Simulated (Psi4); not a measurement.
# InH2ClO (SMILES [OH][InH][Cl]): BP86/def2-TZVP (core potential, sweep point 3)

Aim: the vertical singlet–triplet gap of InH2ClO at BP86/def2-TZVP (core potential, sweep point 3), from 2 runs. 

Program for the calculation: Psi4 1.11.

### Step 1. The molecule

InH2ClO has 5 atoms, charge 0, and is taken as a singlet. As SMILES, `[OH][InH][Cl]`. Geometry: relaxed at PBE0-D4/def2-TZVP. This is one conformer, not always the lowest.

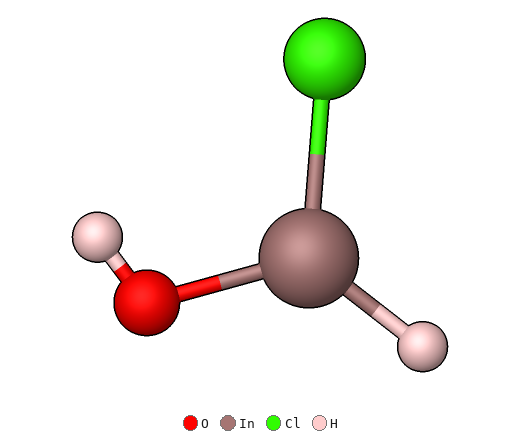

Viewed from a chosen angle; oxygen red, indium brown, chlorine green, hydrogen pink.

### Step 2. A single-point energy at BP86/def2-TZVP (core potential, sweep point 3)

run.py reads:

```python
import psi4

psi4.set_memory(1600000000)
psi4.set_num_threads(1)
psi4.set_output_file('run.log', False)

m = psi4.geometry("""
O     -2.62690829     0.24906590    -1.09037197
In     0.84943189     0.75929196     0.12698960
Cl     2.43377828    -3.01845954     1.75820119
H     -3.17795242    -1.46415980    -0.84470758
H      2.52146157     3.47426148     0.05007774
units au
symmetry c1
""")

psi4.set_options(dict(basis='def2-TZVP', puream=True, scf_type='pk', dft_radial_points=99, dft_spherical_points=590))

result = psi4.energy("bp86", molecule=m)
print(f'total energy {result:.8f} hartree = {result * 27.211386:.5f} eV')
for k, v in sorted(psi4.core.scalar_variables().items()):
    print(f'{k:45s} {v:18.10f}')
```

Launch:

```bash
$ python run.py
```

run.log:

```text
[...]
    !!!  WARNING: ECP capability is in beta. Please check occupations closely.  !!!
[...]
  Running in c1 symmetry.
[...]
  Nuclear repulsion =  168.631608986548400
[...]
  Multiplicity = 1
[...]
  Nalpha       = 24
  Nbeta        = 24
[...]
    Number of basis functions: 130
[...]
   @RKS iter   1:  -726.58169218372439   -6.80296e-01   8.38596e-03 ADIIS/DIIS
[...]
   @RKS iter  11:  -727.03262573292784   -9.09789e-08   6.11448e-07 DIIS
[...]
    Orbital Energies [Eh]
    ---------------------
    Doubly Occupied:
       1A   -100.696247     2A    -18.768172     3A     -9.161398
       4A     -6.980887     5A     -6.976137     6A     -6.975270
       7A     -4.514670     8A     -2.961180     9A     -2.952479
      10A     -2.949361    11A     -0.897009    12A     -0.752813
      13A     -0.723963    14A     -0.721659    15A     -0.719246
      16A     -0.715162    17A     -0.689344    18A     -0.441323
      19A     -0.378627    20A     -0.318899    21A     -0.291922
      22A     -0.287256    23A     -0.270044    24A     -0.268498
[...]
  @RKS Final Energy:  -727.03262573292784
   => Energetics <=
    Nuclear Repulsion Energy =            168.6316089865484003
    One-Electron Energy =               -1411.9655851625070682
    Two-Electron Energy =                 570.7992778992284002
    DFT Exchange-Correlation Energy =     -54.4979274561975018
    Empirical Dispersion Energy =           0.0000000000000000
    VV10 Nonlocal Energy =                  0.0000000000000000
    Total Energy =                       -727.0326257329278405
[...]
 Multipole Moments:
 ------------------------------------------------------------------------------------
     Multipole            Electronic (a.u.)      Nuclear  (a.u.)        Total (a.u.)
 ------------------------------------------------------------------------------------
 L = 1.  Multiply by 2.5417464519 to convert [e a0] to [Debye]
 Dipole X            :          2.5643543           -2.4960263            0.0683280
 Dipole Y            :         28.3401241          -27.8502221            0.4899020
 Dipole Z            :         -6.6083112            6.5035037           -0.1048075
 Magnitude           :                                                    0.5056256
[...]
```

Standard output:

```text
total energy -727.03262573 hartree = -19783.56541 eV
CURRENT ENERGY                                   -727.0326257329
CURRENT REFERENCE ENERGY                         -727.0326257329
DD SOLVATION ENERGY                                 0.0000000000
DFT FUNCTIONAL TOTAL ENERGY                      -727.0326257329
DFT TOTAL ENERGY                                 -727.0326257329
DFT VV10 ENERGY                                     0.0000000000
DFT XC ENERGY                                     -54.4979274562
GRID ELECTRONS ALPHA                               24.0000014359
GRID ELECTRONS BETA                                24.0000014359
GRID ELECTRONS TOTAL                               48.0000028719
NUCLEAR REPULSION ENERGY                          168.6316089865
ONE-ELECTRON ENERGY                             -1411.9655851625
PCM POLARIZATION ENERGY                             0.0000000000
PE ENERGY                                           0.0000000000
SCF ITERATION ENERGY                             -727.0326257329
SCF ITERATIONS                                     11.0000000000
SCF TOTAL ENERGY                                 -727.0326257329
TWO-ELECTRON ENERGY                               570.7992778992
XC GRID RADIAL POINTS                              99.0000000000
XC GRID SPHERICAL POINTS                          590.0000000000
XC GRID TOTAL POINTS                           280636.0000000000
```

Run time: 22 s. Hardware: 1 thread of AMD EPYC 7R43 (Zen 3), shared host; peak memory 0.89 GiB.

### Step 3. The triplet at the same level

job.py reads:

```python
import psi4

psi4.set_memory(1600000000)
psi4.set_num_threads(1)
psi4.core.set_output_file('output.dat', False)

geom = psi4.geometry("""
0 3
O     -2.62690829     0.24906590    -1.09037197
In     0.84943189     0.75929196     0.12698960
Cl     2.43377828    -3.01845954     1.75820119
H     -3.17795242    -1.46415980    -0.84470758
H      2.52146157     3.47426148     0.05007774
units bohr
symmetry c1
""")

psi4.set_options(dict(reference='uks', puream=True, scf_type='pk', dft_radial_points=99, dft_spherical_points=590, maxiter=150))

e_tot = psi4.energy('bp86/def2-TZVP', molecule=geom)
print(f'total energy {e_tot:.8f} hartree = {e_tot * 27.211386:.5f} eV')
```

Launch:

```bash
$ python job.py
```

output.dat:

```text
[...]
    !!!  WARNING: ECP capability is in beta. Please check occupations closely.  !!!
[...]
  Running in c1 symmetry.
[...]
  Nuclear repulsion =  168.631608986548400
[...]
  Multiplicity = 3
[...]
  Nalpha       = 25
  Nbeta        = 23
[...]
    Number of basis functions: 130
[...]
   @UKS iter   1:  -726.20554085266656   -3.04145e-01   9.16492e-03 DIIS/ADIIS
[...]
   @UKS iter  25:  -726.85202008980082   -4.83617e-08   8.89649e-07 DIIS
[...]
   @S^2 Observed:                2.003856958E+00
[...]
    Orbital Energies [Eh]
    ---------------------
    Alpha Occupied:
       1A   -100.733497     2A    -18.808331     3A     -9.198624
       4A     -7.020239     5A     -7.014402     6A     -7.011294
       7A     -4.496874     8A     -2.938872     9A     -2.936084
      10A     -2.934931    11A     -0.937607    12A     -0.775017
      13A     -0.711559    14A     -0.704050    15A     -0.702938
      16A     -0.702472    17A     -0.692150    18A     -0.462995
      19A     -0.400546    20A     -0.350880    21A     -0.326288
      22A     -0.319582    23A     -0.314955    24A     -0.300473
      25A     -0.106924
    Alpha Virtual:
[...]
  @UKS Final Energy:  -726.85202008980082
   => Energetics <=
    Nuclear Repulsion Energy =            168.6316089865484003
    One-Electron Energy =               -1411.2962241020177316
    Two-Electron Energy =                 570.2806339684996146
    DFT Exchange-Correlation Energy =     -54.4680389428310576
    Empirical Dispersion Energy =           0.0000000000000000
    VV10 Nonlocal Energy =                  0.0000000000000000
    Total Energy =                       -726.8520200898008170
[...]
 Multipole Moments:
 ------------------------------------------------------------------------------------
     Multipole            Electronic (a.u.)      Nuclear  (a.u.)        Total (a.u.)
 ------------------------------------------------------------------------------------
 L = 1.  Multiply by 2.5417464519 to convert [e a0] to [Debye]
 Dipole X            :          2.4646019           -2.4960263           -0.0314243
 Dipole Y            :         27.7723052          -27.8502221           -0.0779169
 Dipole Z            :         -6.6237059            6.5035037           -0.1202022
 Magnitude           :                                                    0.1466530
[...]
```

Standard output:

```text
total energy -726.85202009 hartree = -19778.65088 eV
```

It took 63 s on 1 thread of AMD EPYC 7R43 (Zen 3), shared host; peak memory 0.88 GiB.

### Step 4. Summary of results

Level: BP86/def2-TZVP (core potential, sweep point 3).

| quantity | value |
| --- | --- |
| singlet: total energy | -727.03263 Eh |
| singlet: dipole moment | 1.29 D |
| singlet: HOMO energy | -7.31 eV |
| singlet: LUMO energy | -2.42 eV |
| singlet: HOMO–LUMO gap | 4.89 eV |
| triplet: total energy | -726.85202 Eh |
| triplet: dipole moment | 0.37 D |
| triplet: HOMO energy (highest over α and β) | -2.91 eV |
| triplet: ⟨S²⟩ | 2.004 |
| vertical energy of the triplet above the singlet | 4.915 eV |

At this shape the triplet lies 4.91 eV (113 kcal/mol) above the singlet.
